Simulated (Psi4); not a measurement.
**Energy and gradient calculation, with input and output: C$_{2}$F$_{4}$**

C$_{2}$F$_{4}$, SMILES FC(F)=C(F)F, computed with r2SCAN/6-31G*, RKS (Psi4 1.11).

The geometry comes from this level: PBE0-D4/def2-TZVP.

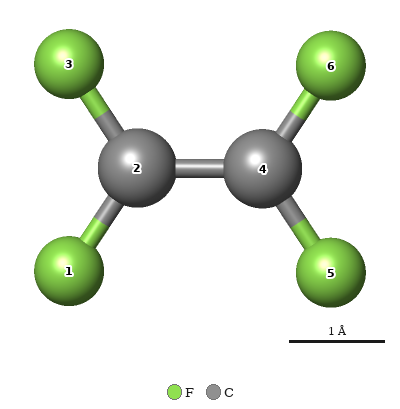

Fig. 1: The structure as given in the input (ball-and-stick view, seen on its broad side; atoms are numbered from 1 in the order of the input). Bond lengths as drawn: C–C 1.32 Å and C–F 1.31 Å.

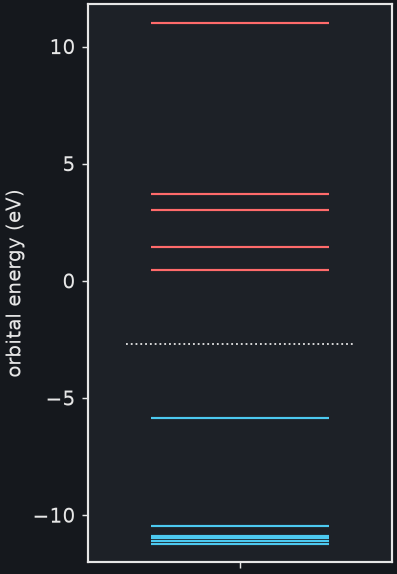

Fig. 2: Orbital energies near the frontier; the dotted line parts filled from empty levels, and levels within 0.02 eV of each other stand side by side. Highest filled −5.87 eV, lowest empty 0.48 eV, 6.35 eV apart.

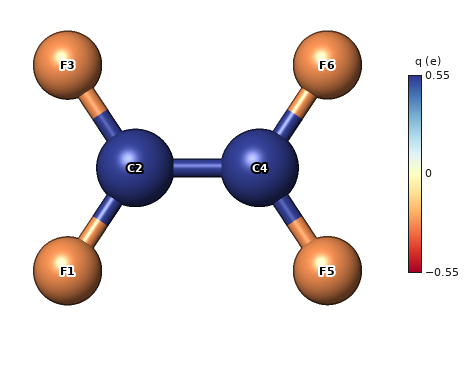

Fig. 3: Mulliken charges, as the colour of each atom (ball-and-stick view, seen on its broad side; atoms are numbered from 1 in the order of the input). By element: F −0.26 and C +0.53 e.

The input that produced these results follows, with the program's output.

The input (c2f4.json):
```
{
 "schema_name": "qcschema_input",
 "schema_version": 1,
 "molecule": {
  "schema_name": "qcschema_molecule",
  "schema_version": 2,
  "symbols": ["F", "C", "F", "C", "F", "F"],
  "geometry": [2.20946778, -2.14389429, -1.3379261, 0.38266954, -1.20980266, 0.04856596, -0.63778257, -2.87351755, 1.57281905, -0.3560244, 1.16936253, -0.07766774, 0.66423873, 2.83326638, -1.60173186, -2.18301162, 2.10345415, 1.30882431],
  "molecular_charge": 0,
  "molecular_multiplicity": 1,
  "fix_symmetry": "c1",
  "fix_com": true,
  "fix_orientation": true
 },
 "driver": "gradient",
 "model": {
  "method": "r2scan",
  "basis": "6-31G*"
 },
 "keywords": {
  "reference": "rks",
  "puream": true,
  "e_convergence": 1e-09,
  "d_convergence": 1e-08,
  "scf_type": "pk",
  "dft_radial_points": 99,
  "dft_spherical_points": 590,
  "scf_properties": ["LOWDIN_CHARGES", "MAYER_INDICES", "MULLIKEN_CHARGES"]
 }
}
```

Command:
```bash
psi4 --qcschema c2f4.json -n 1 --memory 1600MB
```

Log:
```
Psi4 1.11 release

gradient() will perform analytic gradient computation.

   => Loading Basis Set <=

    Name: 6-31G*
    Role: ORBITAL
    Keyword: BASIS

         ---------------------------------------------------------
                                   SCF
                              RKS Reference
                        1 Threads,   1525 MiB Core
         ---------------------------------------------------------

  ==> Geometry <==

    Molecular point group: c1
    Full point group: C1

    Geometry (in Bohr), charge = 0, multiplicity = 1:

       Center              X                  Y                   Z               Mass
    ------------   -----------------  -----------------  -----------------  -----------------
         F            2.209467780000    -2.143894290000    -1.337926100000    18.998403162730
         C            0.382669540000    -1.209802660000     0.048565960000    12.000000000000
         F           -0.637782570000    -2.873517550000     1.572819050000    18.998403162730
         C           -0.356024400000     1.169362530000    -0.077667740000    12.000000000000
         F            0.664238730000     2.833266380000    -1.601731860000    18.998403162730
         F           -2.183011620000     2.103454150000     1.308824310000    18.998403162730

  Running in c1 symmetry.

  Rotational constants: A =      0.18516  B =      0.10853  C =      0.06842 [cm^-1]
  Rotational constants: A =   5551.09142  B =   3253.62729  C =   2051.32638 [MHz]
  Nuclear repulsion =  245.555220822946922

  Charge       = 0
  Multiplicity = 1
  Electrons    = 48
  Nalpha       = 24
  Nbeta        = 24

  ==> Algorithm <==

  SCF Algorithm Type is PK.
  DIIS enabled.
  MOM disabled.
  Fractional occupation disabled.
  Guess Type is SAD.
  Energy threshold   = 1.00e-09
  Density threshold  = 1.00e-08
  Integral threshold = 1.00e-12

  ==> Primary Basis <==

  Basis Set: 6-31G*
    Blend: 6-31G*
    Number of shells: 36
    Number of basis functions: 84
    Number of Cartesian functions: 90
    Spherical Harmonics?: true
    Max angular momentum: 2

  ==> DFT Potential <==

   => LibXC <=

    Version 7.1.2

   => Composite Functional: R2SCAN <=

    r2SCAN Meta-GGA XC Functional  (0.1021/acs.jpclett.0c02405)

    Deriv               =              1
    GGA                 =           TRUE
    Meta                =           TRUE

    Exchange Hybrid     =          FALSE
    MP2 Hybrid          =          FALSE

   => Exchange Functionals <=

    1.0000   XC_MGGA_X_R2SCAN

   => Correlation Functionals <=

    1.0000   XC_MGGA_C_R2SCAN

   => LibXC Density Thresholds  <==

    XC_MGGA_C_R2SCAN:  1.00E-15
    XC_MGGA_X_R2SCAN:  1.00E-11

   => Molecular Quadrature <=

    Radial Scheme          =       TREUTLER
    Pruning Scheme         =           NONE
    Nuclear Scheme         =       TREUTLER

    Blocking Scheme        =         OCTREE
    BS radius alpha        =              1
    Pruning alpha          =              1
    Radial Points          =             99
    Spherical Points       =            590
    Total Points           =         331355
    Total Blocks           =           2418
    Max Points             =            256
    Max Functions          =             81
    Weights Tolerance      =       1.00E-15

  ==> Integral Setup <==

  Using in-core PK algorithm.
   Calculation information:
      Number of atoms:                   6
      Number of AO shells:              36
      Number of primitives:             90
      Number of atomic orbitals:        90
      Number of basis functions:        84

      Integral cutoff                 1.00e-12
      Number of threads:                 1

  Performing in-core PK
  Using 12748470 doubles for integral storage.
  We computed 193266 shell quartets total.
  Whereas there are 222111 unique shell quartets.

  ==> DiskJK: Disk-Based J/K Matrices <==

    J tasked:                  Yes
    K tasked:                   No
    wK tasked:                  No
    Memory [MiB]:              379
    Schwarz Cutoff:          1E-12

  Cached 33.3% of DFT collocation blocks in 0.540 [GiB].

  Minimum eigenvalue in the overlap matrix is 2.8586890435E-03.
  Reciprocal condition number of the overlap matrix is 7.0794619992E-04.
    Using symmetric orthogonalization.

  ==> Pre-Iterations <==

  SCF Guess: Superposition of Atomic Densities via on-the-fly atomic UHF (no occupation information).

   -------------------------
    Irrep   Nso     Nmo
   -------------------------
     A         84      84
   -------------------------
    Total      84      84
   -------------------------

  ==> Iterations <==

                        Total Energy        Delta E     RMS |[F,P]|

   @RKS iter SAD:  -475.23426909212480   -4.75234e+02   0.00000e+00
   @RKS iter   1:  -475.24929607313351   -1.50270e-02   4.34040e-03 DIIS/ADIIS
   @RKS iter   2:  -475.26888062453713   -1.95846e-02   3.55245e-03 DIIS/ADIIS
   @RKS iter   3:  -475.29277409588883   -2.38935e-02   1.03451e-03 DIIS/ADIIS
   @RKS iter   4:  -475.29542350595267   -2.64941e-03   1.42740e-04 DIIS/ADIIS
   @RKS iter   5:  -475.29548133834311   -5.78324e-05   1.09225e-05 DIIS
   @RKS iter   6:  -475.29548164259415   -3.04251e-07   1.09932e-06 DIIS
   @RKS iter   7:  -475.29548164546389   -2.86974e-09   2.52708e-07 DIIS
   @RKS iter   8:  -475.29548164539960    6.42899e-11   2.81844e-07 DIIS
   @RKS iter   9:  -475.29548164569371   -2.94108e-10   1.13004e-08 DIIS
   @RKS iter  10:  -475.29548164569417   -4.54747e-13   9.07171e-09 DIIS
  Energy and wave function converged.

  ==> Post-Iterations <==

   Electrons on quadrature grid:
      Ntotal   =   47.9999998039 ; deviation = -1.961e-07

    Orbital Energies [Eh]
    ---------------------

    Doubly Occupied:

       1A    -24.551777     2A    -24.551713     3A    -24.551709
       4A    -24.551682     5A    -10.218313     6A    -10.217585
       7A     -1.267926     8A     -1.253664     9A     -1.209824
      10A     -1.199189    11A     -0.763608    12A     -0.619414
      13A     -0.573416    14A     -0.568644    15A     -0.525371
      16A     -0.512329    17A     -0.466286    18A     -0.437159
      19A     -0.411992    20A     -0.407314    21A     -0.403501
      22A     -0.400115    23A     -0.384029    24A     -0.215551

    Virtual:

      25A      0.017705    26A      0.053371    27A      0.111328
      28A      0.136583    29A      0.404121    30A      0.409075
      31A      0.477947    32A      0.491343    33A      0.507702
      34A      0.530185    35A      0.588957    36A      0.616373
      37A      0.627677    38A      0.954532    39A      1.106100
      40A      1.135604    41A      1.145925    42A      1.152568
      43A      1.160355    44A      1.175144    45A      1.262326
      46A      1.291088    47A      1.307387    48A      1.325438
      49A      1.350450    50A      1.358279    51A      1.377273
      52A      1.438619    53A      1.447477    54A      1.530137
      55A      1.615607    56A      1.702267    57A      1.703915
      58A      1.739085    59A      1.782103    60A      1.802570
      61A      1.812240    62A      1.812814    63A      1.925225
      64A      1.933804    65A      1.940703    66A      1.952764
      67A      1.963513    68A      2.019053    69A      2.054678
      70A      2.080256    71A      2.214161    72A      2.285717
      73A      2.327941    74A      2.401240    75A      2.402742
      76A      2.711726    77A      2.715564    78A      2.771122
      79A      2.792232    80A      3.020800    81A      3.043957
      82A      3.152260    83A      3.324189    84A      3.378938

    Final Occupation by Irrep:
              A
    DOCC [    24 ]
    NA   [    24 ]
    NB   [    24 ]

  @RKS Final Energy:  -475.29548164569417

   => Energetics <=

    Nuclear Repulsion Energy =            245.5552208229469215
    One-Electron Energy =               -1147.2246562048485430
    Two-Electron Energy =                 478.9293962485097040
    DFT Exchange-Correlation Energy =     -52.5554425123022355
    Empirical Dispersion Energy =           0.0000000000000000
    VV10 Nonlocal Energy =                  0.0000000000000000
    Total Energy =                       -475.2954816456941671

Computation Completed

Properties will be evaluated at   0.000000,   0.000000,   0.000000 [a0]

Properties computed using the SCF density matrix

 Multipole Moments:

 ------------------------------------------------------------------------------------
     Multipole            Electronic (a.u.)      Nuclear  (a.u.)        Total (a.u.)
 ------------------------------------------------------------------------------------

 L = 1.  Multiply by 2.5417464519 to convert [e a0] to [Debye]
 Dipole X            :         -0.6359141            0.6360817            0.0001676
 Dipole Y            :          0.9687830           -0.9688626           -0.0000795
 Dipole Z            :          0.6966183           -0.6967421           -0.0001238
 Magnitude           :                                                    0.0002230

 ------------------------------------------------------------------------------------
  Mulliken Charges: (a.u.)
   Center  Symbol    Alpha    Beta     Spin     Total
       1     F     4.63126  4.63126  0.00000 -0.26251
       2     C     2.73746  2.73746  0.00000  0.52509
       3     F     4.63128  4.63128  0.00000 -0.26255
       4     C     2.73746  2.73746  0.00000  0.52508
       5     F     4.63126  4.63126  0.00000 -0.26253
       6     F     4.63128  4.63128  0.00000 -0.26257

   Total alpha = 24.00000, Total beta = 24.00000, Total charge = -0.00000

  Lowdin Charges: (a.u.)
   Center  Symbol    Alpha    Beta     Spin     Total
       1     F     4.52257  4.52257  0.00000 -0.04514
       2     C     2.95482  2.95482  0.00000  0.09035
       3     F     4.52260  4.52260  0.00000 -0.04519
       4     C     2.95482  2.95482  0.00000  0.09037
       5     F     4.52258  4.52258  0.00000 -0.04516
       6     F     4.52261  4.52261  0.00000 -0.04522

  Total alpha = 24.00000, Total beta = 24.00000, Total charge = -0.00000

  Mayer Bond Indices:

  Irrep: 1 Size: 6 x 6

                 1                   2                   3                   4                   5

    1     0.00000000000000     0.99641004640051     0.02379681310829     0.06945887056394     0.00828217616687
    2     0.99641004640051     0.00000000000000     0.99636766518408     1.61917667682305     0.06944930878556
    3     0.02379681310829     0.99636766518408     0.00000000000000     0.06944960942863     0.01253570608744
    4     0.06945887056394     1.61917667682305     0.06944960942863     0.00000000000000     0.99640738939307
    5     0.00828217616687     0.06944930878556     0.01253570608744     0.99640738939307     0.00000000000000
    6     0.01253568141607     0.06944708484372     0.00828199809790     0.99634854328708     0.02379277958437

                 6

    1     0.01253568141607
    2     0.06944708484372
    3     0.00828199809790
    4     0.99634854328708
    5     0.02379277958437
    6     0.00000000000000

  Atomic Valences:

 #  #
 Irrep: 1
      1:    1.110483587655684
      2:    3.750850782036914
      3:    1.110431791906340
      4:    3.750841089495779
      5:    1.110467360017307
      6:    1.110406087229146

	total time  =         15 seconds =       0.25 minutes

         ------------------------------------------------------------
                                   SCF GRAD
         ------------------------------------------------------------

  ==> Geometry <==

    Molecular point group: c1
    Full point group: C1

    Geometry (in Bohr), charge = 0, multiplicity = 1:

       Center              X                  Y                   Z               Mass
    ------------   -----------------  -----------------  -----------------  -----------------
         F            2.209467780000    -2.143894290000    -1.337926100000    18.998403162730
         C            0.382669540000    -1.209802660000     0.048565960000    12.000000000000
         F           -0.637782570000    -2.873517550000     1.572819050000    18.998403162730
         C           -0.356024400000     1.169362530000    -0.077667740000    12.000000000000
         F            0.664238730000     2.833266380000    -1.601731860000    18.998403162730
         F           -2.183011620000     2.103454150000     1.308824310000    18.998403162730

  Nuclear repulsion =  245.555220822946922

  ==> Basis Set <==

  Basis Set: 6-31G*
    Blend: 6-31G*
    Number of shells: 36
    Number of basis functions: 84
    Number of Cartesian functions: 90
    Spherical Harmonics?: true
    Max angular momentum: 2

  ==> DirectJKGrad: Integral-Direct SCF Gradients <==

    Gradient:                    1
    J tasked:                  Yes
    K tasked:                   No
    wK tasked:                  No
    Integrals threads:           1
    Schwarz Cutoff:          1E-12

  ==> DFT Potential <==

   => LibXC <=

    Version 7.1.2

   => Composite Functional: R2SCAN <=

    r2SCAN Meta-GGA XC Functional  (0.1021/acs.jpclett.0c02405)

    Deriv               =              1
    GGA                 =           TRUE
    Meta                =           TRUE

    Exchange Hybrid     =          FALSE
    MP2 Hybrid          =          FALSE

   => Exchange Functionals <=

    1.0000   XC_MGGA_X_R2SCAN

   => Correlation Functionals <=

    1.0000   XC_MGGA_C_R2SCAN

   => LibXC Density Thresholds  <==

    XC_MGGA_C_R2SCAN:  1.00E-15
    XC_MGGA_X_R2SCAN:  1.00E-11

   => Molecular Quadrature <=

    Radial Scheme          =       TREUTLER
    Pruning Scheme         =           NONE
    Nuclear Scheme         =       TREUTLER

    Blocking Scheme        =         OCTREE
    BS radius alpha        =              1
    Pruning alpha          =              1
    Radial Points          =             99
    Spherical Points       =            590
    Total Points           =         331355
    Total Blocks           =           2418
    Max Points             =            256
    Max Functions          =             81
    Weights Tolerance      =       1.00E-15

  -Total Gradient:
     Atom            X                  Y                   Z
    ------   -----------------  -----------------  -----------------
       1       -0.011320909515     0.003990910797     0.009205054163
       2        0.000673242537    -0.002080660881     0.000090584712
       3        0.007335596572     0.008739221232    -0.009852603796
       4       -0.000606650531     0.002052356445    -0.000140489920
       5       -0.007357008129    -0.008746657289     0.009876765568
       6        0.011275798315    -0.003955199100    -0.009179366647

	total time  =          3 seconds =       0.05 minutes

    Psi4 run time: 0:00:18.32
```

File result.json:
```
{
 "driver": "gradient",
 "model": {
  "method": "r2scan",
  "basis": "6-31G*"
 },
 "success": true,
 "return_result": [-0.011320909514858035, 0.003990910797379482, 0.009205054163183346, 0.0006732425372047842, -0.0020806608812031537, 9.058471195552405e-05, 0.007335596572263153, 0.008739221231734096, -0.009852603796258463, -0.0006066505311351283, 0.002052356444602197, -0.00014048992005265043, -0.007357008129350168, -0.00874665728909818, 0.00987676556810635, 0.011275798314981267, -0.003955199100196344, -0.009179366647115966],
 "properties": {
  "calcinfo_nbasis": 84,
  "calcinfo_nmo": 84,
  "calcinfo_nalpha": 24,
  "calcinfo_nbeta": 24,
  "calcinfo_natom": 6,
  "nuclear_repulsion_energy": 245.55522082294692,
  "return_energy": -475.29548164569417,
  "return_gradient": [-0.011320909514858035, 0.003990910797379482, 0.009205054163183346, 0.0006732425372047842, -0.0020806608812031537, 9.058471195552405e-05, 0.007335596572263153, 0.008739221231734096, -0.009852603796258463, -0.0006066505311351283, 0.002052356444602197, -0.00014048992005265043, -0.007357008129350168, -0.00874665728909818, 0.00987676556810635, 0.011275798314981267, -0.003955199100196344, -0.009179366647115966],
  "scf_one_electron_energy": -1147.2246562048485,
  "scf_two_electron_energy": 478.9293962485097,
  "scf_xc_energy": -52.555442512302236,
  "scf_dipole_moment": [0.00016759076725703093, -7.952918603981729e-05, -0.0001238120829164524],
  "scf_total_energy": -475.29548164569417,
  "scf_total_gradient": [-0.011320909514858035, 0.003990910797379482, 0.009205054163183346, 0.0006732425372047842, -0.0020806608812031537, 9.058471195552405e-05, 0.007335596572263153, 0.008739221231734096, -0.009852603796258463, -0.0006066505311351283, 0.002052356444602197, -0.00014048992005265043, -0.007357008129350168, -0.00874665728909818, 0.00987676556810635, 0.011275798314981267, -0.003955199100196344, -0.009179366647115966],
  "scf_iterations": 10
 }
}
```

Key numbers:

```json
{"quantity": "outcome", "value": "converged"}
{"quantity": "total energy", "value": "−475.295482 hartree"}
{"quantity": "basis functions", "value": "84"}
{"quantity": "largest force", "value": "0.778 eV/Å"}
{"quantity": "HOMO", "value": "−5.87 eV"}
{"quantity": "LUMO", "value": "0.48 eV"}
{"quantity": "dipole moment", "value": "0.00 D"}
{"quantity": "hardware", "value": "1 thread of Intel Xeon (Granite Rapids), 64 GiB of memory available, shared host"}
{"quantity": "wall time", "value": "20 s"}
{"quantity": "peak memory", "value": "0.87 GiB"}
```
